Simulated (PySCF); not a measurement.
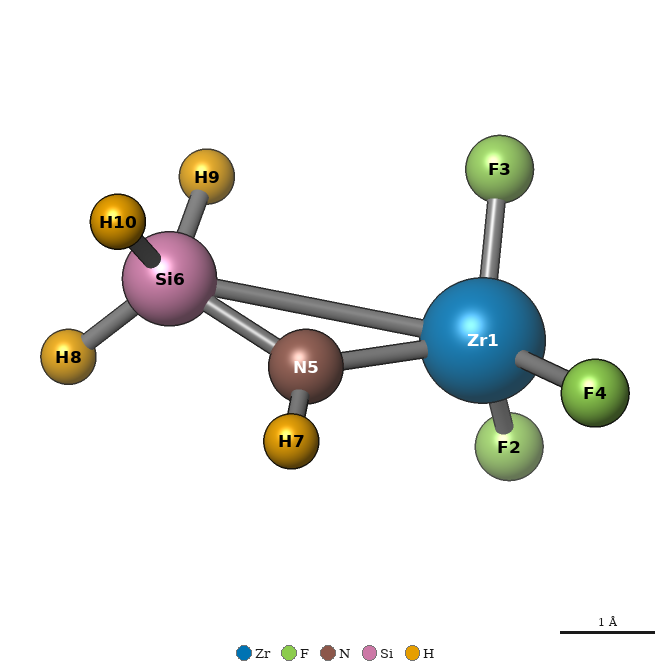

Orthographic view. Distant atoms are faded towards the background colour. Charge 0, singlet. The geometry was computed by an optimisation with PBE0-D3(BJ)/def2-SVP. No frequency run is at hand to confirm it as a minimum.

Write a Z-matrix (Å, degrees) in the order of the atom numbers, with these reference atoms: 2 to 1; 3 to 1, 2; 4 to 1, 3, 2; 5 to 1, 3, 2; 6 to 5, 1, 3; 7 to 5, 6, 1; 8 to 6, 5, 7; 9 to 6, 8, 5; 10 to 6, 9, 8.

```
Zr 
F    1   1.906
F    1   1.904   2   109.7
F    1   1.905   3   114.7   2   121.2
N    1   2.026   3   108.3   2  -119.3
Si   5   1.754   1   129.4   3    22.4
H    5   1.023   6   113.3   1  -179.7
H    6   1.495   5   111.9   7   -59.3
H    6   1.493   8   109.5   5   117.4
H    6   1.496   9   109.3   8  -118.2
```
